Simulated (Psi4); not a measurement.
# Run report: BCl, geometry relaxation (part 1 of 2)

The run: geometry relaxation of BCl, SMILES [B]Cl. Method and program: TPSS/cc-pVTZ, RKS, dispersion D4 (Psi4 1.11).

The atoms were displaced at random from an optimised geometry.

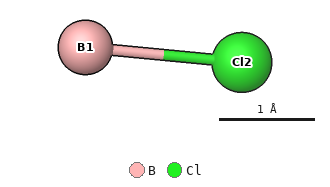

Fig. 1: The starting structure (ball-and-stick view, seen at a tilt; atoms are numbered from 1 in the order of the input).

## Input (bcl.inp)
```
memory 1.6 GB

molecule {
  B      0.25491839    -0.30716175    -0.23033305
  Cl    -0.09972274    -0.12980340     2.98110721
  units bohr
  symmetry c1
}

set geom_maxiter 60

e, wfn = opt("tpss-d4/cc-pVTZ", return_wfn=True)
```

Hardware: 1 thread of Intel Xeon @ 2.50GHz (Skylake/Cascade Lake), 12 GiB of memory available, shared host.

Launch command:
```bash
psi4 bcl.inp bcl.out -n 1
```

## Output
```
Psi4 1.11 release

gradient() will perform analytic gradient computation.

   => Loading Basis Set <=

    Name: CC-PVTZ
    Role: ORBITAL
    Keyword: BASIS

   => TPSS-D4(BJ,EEQ)ATM: Empirical Dispersion <=

        a1 =       0.428223
        a2 =       4.542571
       alp =      16.000000
        s6 =       1.000000
        s8 =       1.765964
        s9 =       1.000000
        ga =       3.000000
        gc =       2.000000
        wf =       6.000000

         ---------------------------------------------------------
                                   SCF
                              RKS Reference
                        1 Threads,   1525 MiB Core
         ---------------------------------------------------------

  ==> Geometry <==

    Molecular point group: c1
    Full point group: C_inf_v

    Geometry (in Bohr), charge = 0, multiplicity = 1:

       Center              X                  Y                   Z               Mass
    ------------   -----------------  -----------------  -----------------  -----------------
         B            0.000000000000     0.000000000000    -2.461019629757    11.009305360000
         CL          -0.000000000000    -0.000000000000     0.774807136149    34.968852682000

  Running in c1 symmetry.

  Rotational constants: A = ************  B =      0.68665  C =      0.68665 [cm^-1]
  Rotational constants: A = ************  B =  20585.18030  C =  20585.18030 [MHz]
  Nuclear repulsion =   26.268402528715303

  Charge       = 0
  Multiplicity = 1
  Electrons    = 22
  Nalpha       = 11
  Nbeta        = 11

  ==> Algorithm <==

  SCF Algorithm Type is DF.
  DIIS enabled.
  MOM disabled.
  Fractional occupation disabled.
  Guess Type is SAD.
  Energy threshold   = 1.00e-08
  Density threshold  = 1.00e-08
  Integral threshold = 1.00e-12

  ==> Primary Basis <==

  Basis Set: CC-PVTZ
    Blend: CC-PVTZ
    Number of shells: 22
    Number of basis functions: 64
    Number of Cartesian functions: 74
    Spherical Harmonics?: true
    Max angular momentum: 3

  ==> DFT Potential <==

   => LibXC <=

    Version 7.1.2

   => Composite Functional: TPSS-D4BJEEQATM <=

    TPSS Meta-GGA XC Functional

    Deriv               =              1
    GGA                 =           TRUE
    Meta                =           TRUE

    Exchange Hybrid     =          FALSE
    MP2 Hybrid          =          FALSE

   => Exchange Functionals <=

    1.0000   XC_MGGA_X_TPSS

   => Correlation Functionals <=

    1.0000   XC_MGGA_C_TPSS

   => LibXC Density Thresholds  <==

    XC_MGGA_C_TPSS:  1.00E-15
    XC_MGGA_X_TPSS:  1.00E-15

   => Molecular Quadrature <=

    Radial Scheme          =       TREUTLER
    Pruning Scheme         =           NONE
    Nuclear Scheme         =       TREUTLER

    Blocking Scheme        =         OCTREE
    BS radius alpha        =              1
    Pruning alpha          =              1
    Radial Points          =             75
    Spherical Points       =            302
    Total Points           =          42714
    Total Blocks           =            404
    Max Points             =            254
    Max Functions          =             64
    Weights Tolerance      =       1.00E-15

   => Loading Basis Set <=

    Name: (CC-PVTZ AUX)
    Role: JKFIT
    Keyword: DF_BASIS_SCF

  ==> Integral Setup <==

  DFHelper Memory: AOs need 0.007 GiB; user supplied 0.930 GiB.
  SCF_SUBTYPE=INCORE selected. In-core MEM_DF algorithm will be used.
  Using in-core AOs.

  ==> MemDFJK: Density-Fitted J/K Matrices <==

    J tasked:                   Yes
    K tasked:                    No
    wK tasked:                   No
    Memory [MiB]:               951
    Algorithm:                 Core
    Schwarz Cutoff:           1E-12
    Mask sparsity (%):       0.0000
    Fitting Condition:        1E-10

   => Auxiliary Basis Set <=

  Basis Set: (CC-PVTZ AUX)
    Blend: CC-PVTZ-JKFIT
    Number of shells: 62
    Number of basis functions: 200
    Number of Cartesian functions: 241
    Spherical Harmonics?: true
    Max angular momentum: 4

  Cached 100.0% of DFT collocation blocks in 0.188 [GiB].

  Minimum eigenvalue in the overlap matrix is 3.3139811955E-03.
  Reciprocal condition number of the overlap matrix is 8.6121745681E-04.
    Using symmetric orthogonalization.

  ==> Pre-Iterations <==

  SCF Guess: Superposition of Atomic Densities via on-the-fly atomic UHF (no occupation information).

   -------------------------
    Irrep   Nso     Nmo
   -------------------------
     A         64      64
   -------------------------
    Total      64      64
   -------------------------

  ==> Iterations <==

                           Total Energy        Delta E     RMS |[F,P]|

   @DF-RKS iter SAD:  -484.80708629371725   -4.84807e+02   0.00000e+00
   @DF-RKS iter   1:  -484.98124270292743   -1.74156e-01   4.70422e-03 DIIS/ADIIS
   @DF-RKS iter   2:  -484.93795248461413    4.32902e-02   5.78093e-03 DIIS/ADIIS
   @DF-RKS iter   3:  -485.03034642781313   -9.23939e-02   1.76700e-03 DIIS/ADIIS
   @DF-RKS iter   4:  -485.03666397604121   -6.31755e-03   3.70572e-04 DIIS/ADIIS
   @DF-RKS iter   5:  -485.03699157944919   -3.27603e-04   7.49850e-05 DIIS
   @DF-RKS iter   6:  -485.03700784913201   -1.62697e-05   3.35166e-06 DIIS
   @DF-RKS iter   7:  -485.03700788320373   -3.40717e-08   3.87589e-07 DIIS
   @DF-RKS iter   8:  -485.03700788364841   -4.44686e-10   5.22341e-08 DIIS
   @DF-RKS iter   9:  -485.03700788365592   -7.50333e-12   3.59086e-09 DIIS
  Energy and wave function converged.

  ==> Post-Iterations <==

   Electrons on quadrature grid:
      Ntotal   =   22.0000015330 ; deviation = 1.533e-06

    Orbital Energies [Eh]
    ---------------------

    Doubly Occupied:

       1A   -101.072566     2A     -9.300861     3A     -7.076347
       4A     -7.073756     5A     -7.073756     6A     -6.696192
       7A     -0.831166     8A     -0.472990     9A     -0.359747
      10A     -0.359747    11A     -0.234636

    Virtual:

      12A     -0.099224    13A     -0.099224    14A      0.061312
      15A      0.112708    16A      0.169145    17A      0.169145
      18A      0.205076    19A      0.288979    20A      0.295882
      21A      0.295883    22A      0.314476    23A      0.314476
      24A      0.370436    25A      0.370436    26A      0.482633
      27A      0.482633    28A      0.587941    29A      0.671136
      30A      0.713133    31A      0.713133    32A      0.936425
      33A      1.227237    34A      1.227237    35A      1.335933
      36A      1.579922    37A      1.579924    38A      1.586036
      39A      1.586036    40A      1.642621    41A      1.664889
      42A      1.664889    43A      1.762966    44A      1.762968
      45A      1.855950    46A      1.855983    47A      1.895694
      48A      1.964927    49A      1.964927    50A      2.021741
      51A      2.021741    52A      2.034714    53A      2.034714
      54A      2.168684    55A      2.168684    56A      2.207643
      57A      2.295613    58A      2.295617    59A      2.381767
      60A      2.899645    61A      2.948674    62A      2.948674
      63A      4.479293    64A      5.496350

    Final Occupation by Irrep:
              A
    DOCC [    11 ]
    NA   [    11 ]
    NB   [    11 ]

  @DF-RKS Final Energy:  -485.03700788365592

   => Energetics <=

    Nuclear Repulsion Energy =             26.2684025287153027
    One-Electron Energy =                -719.5552051376214422
    Two-Electron Energy =                 240.4675515083956725
    DFT Exchange-Correlation Energy =     -32.2164493339376108
    Empirical Dispersion Energy =          -0.0013074492079283
    VV10 Nonlocal Energy =                  0.0000000000000000
    Total Energy =                       -485.0370078836559173

Computation Completed

Properties will be evaluated at   0.000000,   0.000000,   0.000000 [a0]

Properties computed using the SCF density matrix

 Multipole Moments:

 ------------------------------------------------------------------------------------
     Multipole            Electronic (a.u.)      Nuclear  (a.u.)        Total (a.u.)
 ------------------------------------------------------------------------------------

 L = 1.  Multiply by 2.5417464519 to convert [e a0] to [Debye]
 Dipole X            :         -0.0000000           -0.0000000           -0.0000000
 Dipole Y            :          0.0000000           -0.0000000            0.0000000
 Dipole Z            :         -0.1885369            0.8666232            0.6780862
 Magnitude           :                                                    0.6780862

 ------------------------------------------------------------------------------------

	total time  =          6 seconds =       0.10 minutes

         ------------------------------------------------------------
                                   SCF GRAD
         ------------------------------------------------------------

  ==> Geometry <==

    Molecular point group: c1
    Full point group: C_inf_v

    Geometry (in Bohr), charge = 0, multiplicity = 1:

       Center              X                  Y                   Z               Mass
    ------------   -----------------  -----------------  -----------------  -----------------
         B            0.000000000000     0.000000000000    -2.461019629757    11.009305360000
         CL          -0.000000000000    -0.000000000000     0.774807136149    34.968852682000

  Nuclear repulsion =   26.268402528715303

  ==> Basis Set <==

  Basis Set: CC-PVTZ
    Blend: CC-PVTZ
    Number of shells: 22
    Number of basis functions: 64
    Number of Cartesian functions: 74
    Spherical Harmonics?: true
    Max angular momentum: 3

  ==> DFJKGrad: Density-Fitted SCF Gradients <==

    Gradient:                    1
    J tasked:                  Yes
    K tasked:                   No
    wK tasked:                  No
    Integrals threads:           1
    Memory [MiB]:             1144
    Schwarz Cutoff:          1E-12
    Fitting Condition:       1E-10

   => Auxiliary Basis Set <=

  Basis Set: (CC-PVTZ AUX)
    Blend: CC-PVTZ-JKFIT
    Number of shells: 62
    Number of basis functions: 200
    Number of Cartesian functions: 241
    Spherical Harmonics?: true
    Max angular momentum: 4

   => Molecular Quadrature <=

    Radial Scheme          =       TREUTLER
    Pruning Scheme         =           NONE
    Nuclear Scheme         =       TREUTLER

    Blocking Scheme        =         OCTREE
    BS radius alpha        =              1
    Pruning alpha          =              1
    Radial Points          =             75
    Spherical Points       =            302
    Total Points           =          42714
    Total Blocks           =            404
    Max Points             =            254
    Max Functions          =             64
    Weights Tolerance      =       1.00E-15

  -Total Gradient:
     Atom            X                  Y                   Z
    ------   -----------------  -----------------  -----------------
       1        0.000000000000     0.000000000000     0.009998045523
       2       -0.000000000000     0.000000000000    -0.009957126438

	total time  =          1 seconds =       0.02 minutes

    			-----------------------------------------

    			 OPTKING 3.0: for geometry optimizations

    			        with contributions from

    			-----------------------------------------

	                            ===> Fragment 1 <==

	 Z (Atomic Numbers)          Masses                          Geom
	       5.000000            11.009305          0.00000000  0.00000000 -2.46101963
	      17.000000            34.968853         -0.00000000 -0.00000000  0.77480714

	 - Coordinate -           - BOHR/RAD -       - ANG/DEG -
	 R(1,2)           =         3.235827           1.712326

	        --- Internal Coordinate Step in ANG or DEG, aJ/ANG or AJ/DEG ---
	-------------------------------------------------------------------------------
	           Coordinate      Previous         Force          Change          New
	           ----------      --------        ------          ------        ------
	               R(1,2)       1.71233        0.08220        0.01531       1.72764
	-------------------------------------------------------------------------------

	                                 ==> Convergence Check <==

	Measures of convergence in internal coordinates in au.

	Criteria marked as inactive (o), active & met (*), and active & unmet ( ).

	----------------------------------------------------------------------------------------------~
	   Step    Total Energy     Delta E     Max Force     RMS Force      Max Disp      RMS Disp   ~
	----------------------------------------------------------------------------------------------~
	  Convergence Criteria     1.00e-06 *    3.00e-04 *             o    1.20e-03 *             o~
	----------------------------------------------------------------------------------------------~
	     1    -485.03700788   -4.85e+02      9.98e-03      9.98e-03 o    2.89e-02      2.89e-02 o  ~
	----------------------------------------------------------------------------------------------

Next Geometry in Ang
	Fragment 1 (Ang)

	    B   0.0000000000   0.0000000000  -1.3099729567
	   Cl  -0.0000000000  -0.0000000000   0.4176677328

    Structure for next step:
    Molecular point group: c1
    Full point group: C_inf_v

    Geometry (in Bohr), charge = 0, multiplicity = 1:

    B            0.000000000000     0.000000000000    -2.483030796064
    CL          -0.000000000000    -0.000000000000     0.781736950330

gradient() will perform analytic gradient computation.

  ==> Geometry <==

    Molecular point group: c1
    Full point group: C_inf_v

    Geometry (in Bohr), charge = 0, multiplicity = 1:

       Center              X                  Y                   Z               Mass
    ------------   -----------------  -----------------  -----------------  -----------------
         B            0.000000000000     0.000000000000    -2.483030796064    11.009305360000
         CL          -0.000000000000    -0.000000000000     0.781736950330    34.968852682000

  Running in c1 symmetry.

  Rotational constants: A = ************  B =      0.67453  C =      0.67453 [cm^-1]
  Rotational constants: A = ************  B =  20221.83763  C =  20221.83763 [MHz]
  Nuclear repulsion =   26.035542679531165

  Charge       = 0
  Multiplicity = 1
  Electrons    = 22
  Nalpha       = 11
  Nbeta        = 11

  ==> Algorithm <==

  SCF Algorithm Type is DF.
  DIIS enabled.
  MOM disabled.
  Fractional occupation disabled.
  Guess Type is READ.
  Energy threshold   = 1.00e-08
  Density threshold  = 1.00e-08
  Integral threshold = 1.00e-12

   => Molecular Quadrature <=

    Radial Scheme          =       TREUTLER
    Pruning Scheme         =           NONE
    Nuclear Scheme         =       TREUTLER

    Blocking Scheme        =         OCTREE
    BS radius alpha        =              1
    Pruning alpha          =              1
    Radial Points          =             75
    Spherical Points       =            302
    Total Points           =          42714
    Total Blocks           =            402
    Max Points             =            254
    Max Functions          =             64
    Weights Tolerance      =       1.00E-15

   => Loading Basis Set <=

    Name: CC-PVTZ
    Role: ORBITAL
    Keyword: BASIS

  Reading orbitals from file scr/output.180.npy, no projection.

  ==> Integral Setup <==

  DFHelper Memory: AOs need 0.007 GiB; user supplied 0.929 GiB.
  SCF_SUBTYPE=INCORE selected. In-core MEM_DF algorithm will be used.
  Using in-core AOs.

   => Auxiliary Basis Set <=

  Basis Set: (CC-PVTZ AUX)
    Blend: CC-PVTZ-JKFIT
    Number of shells: 62
    Number of basis functions: 200
    Number of Cartesian functions: 241
    Spherical Harmonics?: true
    Max angular momentum: 4

  Cached 100.0% of DFT collocation blocks in 0.188 [GiB].

  Minimum eigenvalue in the overlap matrix is 3.4396116141E-03.
  Reciprocal condition number of the overlap matrix is 8.9678788778E-04.
    Using symmetric orthogonalization.

  ==> Pre-Iterations <==

  SCF Guess: Orbitals guess was supplied from a previous computation.
```
